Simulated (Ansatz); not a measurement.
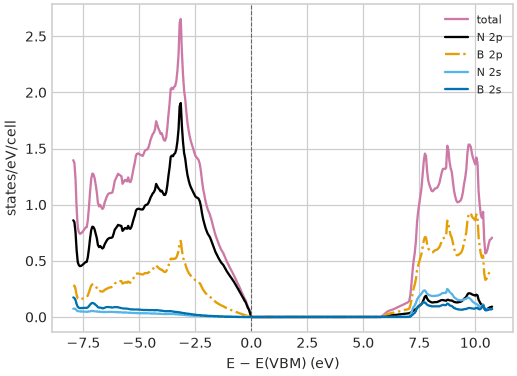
Figure: Total and projected density of states of BN (wurtzite, P6_3mc), plane-wave PAW r²SCAN (Ansatz code)

Question: Which orbitals carry the states next to the gap?

Answer: Top 1 eV of the valence band: N 2p 85 %, B 2p 13 %. Bottom 1 eV of the conduction band: B 2p 54 %, N 2p 24 %, outside the projected shells 21 %. Projections are on Löwdin-orthogonalised atomic valence shells; empty p or d shells of many metals are not among them.

Question: Where is the tallest occupied peak in this window, and what makes it?

Answer: Near -3.1 eV, about 2.7 states/eV per cell; the largest projected share is N 2p.

The cell was relaxed with r²SCAN under the symmetry of its start.

Potentials: the later of the program's two PAW sets.
